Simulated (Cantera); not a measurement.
Feed: 1 mol Si3N4, 0.0019 mol O2, 53 mol H2, equilibrated at 0.00133 bar.

Equilibrium computed with Cantera from the NASA thermochemical tables; the gas is ideal and each condensed phase is pure. Candidate condensed phases: H2O, Si, SiO2, Si2N2O, Si3N4; 35 gas species. Mutual solubility and eutectic melting of coexisting phases are not modelled. The tables' values for SiN are old estimates; treat these amounts as uncertain. Gases not in the tables: Si2H6 and higher silanes. Rates play no part.

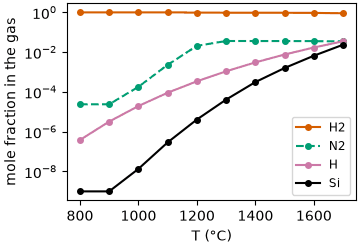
Fig. 1. Equilibrium gas composition (values under 1e-9 drawn at 1e-9)

From 800 °C to 900 °C the condensed part is Si2N2O(s) + Si3N4(s). From 1000 °C to 1100 °C the condensed part is Si(s) + Si2N2O(s) + Si3N4(s). At 1200 °C the condensed part is Si(s) + Si3N4(s). From 1300 °C to 1400 °C the condensed part is Si(s). From 1500 °C to 1700 °C the condensed part is Si(l).
